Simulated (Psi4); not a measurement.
# Si2H5O (SMILES O[SiH][SiH3]): UCAM-B3LYP/cc-pVDZ (sweep point 1)

What is the vertical ionisation energy of Si2H5O at UCAM-B3LYP/cc-pVDZ (sweep point 1)? 

Program for the calculation: Psi4 1.11.

## Step 1: The structure to begin with

Si2H5O: 8 atoms, total charge 0, spin state doublet. SMILES: `O[SiH][SiH3]`. Geometry: relaxed at PBE0-D4/def2-TZVP. This is one conformer, not always the lowest.

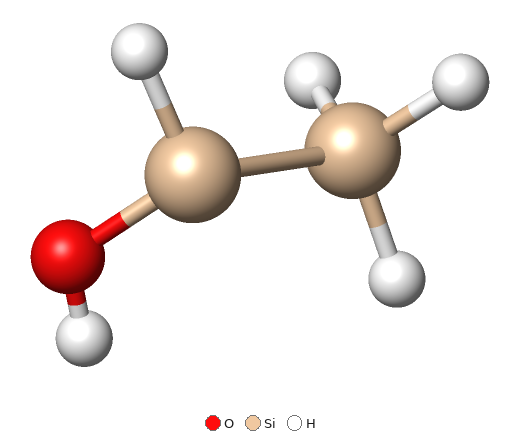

The structure, seen from a chosen angle (oxygen red, silicon light orange, hydrogen white).

## Step 2: The energy at UCAM-B3LYP/cc-pVDZ (sweep point 1)

job.in reads:

```
memory 1600 mb

molecule {
  0 2
  O     -0.929000     0.938400    -1.717100
  Si     0.090400     1.134000    -0.425000
  Si     0.314200    -0.774200     0.917600
  H     -1.805900     0.598400    -1.530300
  H      1.378700     1.582300    -1.024400
  H      1.190000    -0.426800     2.069000
  H      0.883900    -1.960400     0.216700
  H     -1.030200    -1.148700     1.437600
  symmetry c1
}

set basis cc-pVDZ
set reference uks
set puream true
set scf_type pk
set dft_radial_points 99
set dft_spherical_points 590
set maxiter 100

energy('cam-b3lyp')
```

Started as:

```bash
$ psi4 -n 1 job.in job.out
```

job.out:

```text
[...]
  Running in c1 symmetry.
[...]
  Nuclear repulsion =  142.948479423165793
[...]
  Multiplicity = 2
[...]
  Nalpha       = 21
  Nbeta        = 20
[...]
    Number of basis functions: 75
[...]
   @UKS iter   1:  -657.02826775679830   -5.35870e-01   7.72578e-03 ADIIS/DIIS
[...]
   @UKS iter   8:  -657.16581313697247   -1.19312e-07   8.36617e-07 DIIS
[...]
   @S^2 Observed:                7.532027227E-01
[...]
    Orbital Energies [Eh]
    ---------------------
    Alpha Occupied:
       1A    -66.232274     2A    -66.208037     3A    -19.226214
       4A     -5.379149     5A     -5.359306     6A     -3.740414
       7A     -3.738076     8A     -3.735544     9A     -3.718022
      10A     -3.717670    11A     -3.717456    12A     -1.094825
      13A     -0.654375    14A     -0.612284    15A     -0.506692
      16A     -0.457167    17A     -0.435134    18A     -0.415584
      19A     -0.411688    20A     -0.353843    21A     -0.246805
    Alpha Virtual:
      22A      0.036129    23A      0.077089    24A      0.087073
      25A      0.105050    26A      0.119709    27A      0.139892
[...]
  @UKS Final Energy:  -657.16581313697247
   => Energetics <=
    Nuclear Repulsion Energy =            142.9484794231657929
    One-Electron Energy =               -1193.5010933113603642
    Two-Electron Energy =                 432.7712277673753078
    DFT Exchange-Correlation Energy =     -39.3844270161531114
    Empirical Dispersion Energy =           0.0000000000000000
    VV10 Nonlocal Energy =                  0.0000000000000000
    Total Energy =                       -657.1658131369724742
[...]
 Multipole Moments:
 ------------------------------------------------------------------------------------
     Multipole            Electronic (a.u.)      Nuclear  (a.u.)        Total (a.u.)
 ------------------------------------------------------------------------------------
 L = 1.  Multiply by 2.5417464519 to convert [e a0] to [Debye]
 Dipole X            :         -1.1847343            0.7618317           -0.4229026
 Dipole Y            :          2.5741169           -2.7165735           -0.1424567
 Dipole Z            :         -1.6682397            1.8672778            0.1990381
 Magnitude           :                                                    0.4886273
[...]
```

It took 19 s on 1 thread of Intel Xeon 6975P-C (Granite Rapids), shared host; peak memory 1.2 GiB.

## Step 3: The singlet cation

input.in reads:

```
memory 1.6 GB

molecule m {
  1 1
  O     -0.929000     0.938400    -1.717100
  Si     0.090400     1.134000    -0.425000
  Si     0.314200    -0.774200     0.917600
  H     -1.805900     0.598400    -1.530300
  H      1.378700     1.582300    -1.024400
  H      1.190000    -0.426800     2.069000
  H      0.883900    -1.960400     0.216700
  H     -1.030200    -1.148700     1.437600
  units angstrom
  symmetry c1
}

set globals {
  puream true
  scf_type pk
  dft_radial_points 99
  dft_spherical_points 590
}

energy_value, wavefunction = energy("cam-b3lyp/cc-pVDZ", return_wfn=True)
```

Started as:

```bash
$ psi4 input.in input.out -n 1
```

input.out:

```text
[...]
  Running in c1 symmetry.
[...]
  Nuclear repulsion =  142.948479423165793
[...]
  Multiplicity = 1
[...]
  Nalpha       = 20
  Nbeta        = 20
[...]
    Number of basis functions: 75
[...]
   @RKS iter   1:  -656.74116407092231   -2.48766e-01   7.42567e-03 DIIS/ADIIS
[...]
   @RKS iter   9:  -656.88252461337061   -2.81983e-08   3.25853e-07 DIIS
[...]
    Orbital Energies [Eh]
    ---------------------
    Doubly Occupied:
       1A    -66.521833     2A    -66.417686     3A    -19.476867
       4A     -5.664374     5A     -5.568975     6A     -4.027872
       7A     -4.022130     8A     -4.018670     9A     -3.929575
      10A     -3.926178    11A     -3.926026    12A     -1.331731
      13A     -0.884280    14A     -0.823377    15A     -0.730182
      16A     -0.688617    17A     -0.658322    18A     -0.607509
      19A     -0.598797    20A     -0.575660
[...]
  @RKS Final Energy:  -656.88252461337061
   => Energetics <=
    Nuclear Repulsion Energy =            142.9484794231657929
    One-Electron Energy =               -1183.8258101616804652
    Two-Electron Energy =                 423.1865613296635047
    DFT Exchange-Correlation Energy =     -39.1917552045193744
    Empirical Dispersion Energy =           0.0000000000000000
    VV10 Nonlocal Energy =                  0.0000000000000000
    Total Energy =                       -656.8825246133706059
[...]
 Multipole Moments:
 ------------------------------------------------------------------------------------
     Multipole            Electronic (a.u.)      Nuclear  (a.u.)        Total (a.u.)
 ------------------------------------------------------------------------------------
 L = 1.  Multiply by 2.5417464519 to convert [e a0] to [Debye]
 Dipole X            :         -0.9962274            0.7618317           -0.2343956
 Dipole Y            :          3.2259338           -2.7165735            0.5093603
 Dipole Z            :         -1.5027618            1.8672778            0.3645159
 Magnitude           :                                                    0.6687758
[...]
```

It took 15 s on 1 thread of Intel Xeon 6975P-C (Granite Rapids), shared host; peak memory 1.2 GiB.

## Step 4: Results

Level: UCAM-B3LYP/cc-pVDZ (sweep point 1).

```
                                          quantity          value
                      doublet Si2H5O: total energy  -657.16581 Eh
                     doublet Si2H5O: dipole moment         1.24 D
doublet Si2H5O: HOMO energy (highest over α and β)       -6.72 eV
 doublet Si2H5O: LUMO energy (lowest over α and β)       -1.18 eV
                              doublet Si2H5O: ⟨S²⟩          0.753
                      singlet cation: total energy  -656.88252 Eh
                       singlet cation: HOMO energy      -15.66 eV
                       singlet cation: LUMO energy       -8.62 eV
                     singlet cation: HOMO–LUMO gap        7.04 eV
vertical ionisation energy (to the singlet cation)       7.709 eV
```

Removing an electron at fixed nuclei costs 7.71 eV (744 kJ/mol). Only the singlet of the ionised species was computed; a triplet could lie lower.
